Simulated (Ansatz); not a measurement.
The structure below was relaxed with plane-wave PAW DFT at the PBEsol level (Ansatz, a first-principles code, 420 eV), without spin-orbit coupling, earlier PAW set, at pressure −2 GPa.

```
HfSi2
1.0
    1.83266    -7.22917     0.00000
    1.83266     7.22917     0.00000
    0.00000     0.00000     3.64834
Si Hf
4 2
Direct
  0.94513   0.05487   0.75000
  0.05487   0.94513   0.25000
  0.24984   0.75016   0.75000
  0.75016   0.24984   0.25000
  0.60505   0.39495   0.75000
  0.39495   0.60505   0.25000
```

**Question.** Find the space group and the Wyckoff positions.

**Answer.** Space group Cmcm (No. 63); a = 3.665 Å, b = 14.458 Å, c = 3.648 Å, α = β = γ = 90.00°

| atom | site | symmetry | x | y | z |
|---|---|---|---|---|---|
| Si | 4c | m2m | 0.0000 | 0.0549 | 0.2500 |
| Si | 4c | m2m | 0.0000 | 0.2498 | 0.7500 |
| Hf | 4c | m2m | 0.0000 | 0.3950 | 0.2500 |

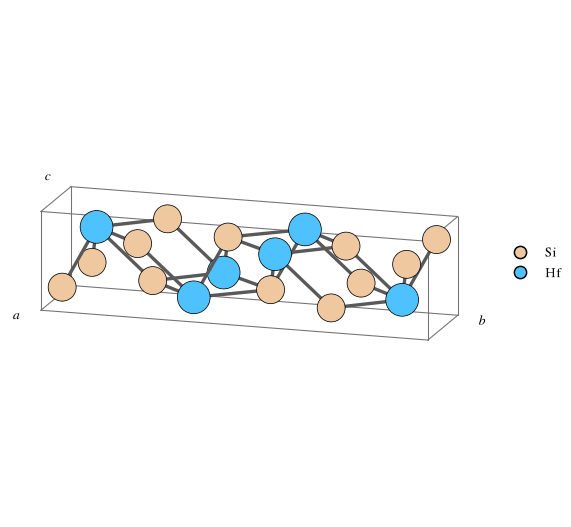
Fig. 1. The conventional cell

Load acts through the strain it causes; cell and atoms are relaxed under it. Stability against distortions was not tested. All final runs are without spin polarisation. The cell was made from HfSi$_{2}$ (space group Cmcm, No. 63) by this change: pressure −2 GPa.
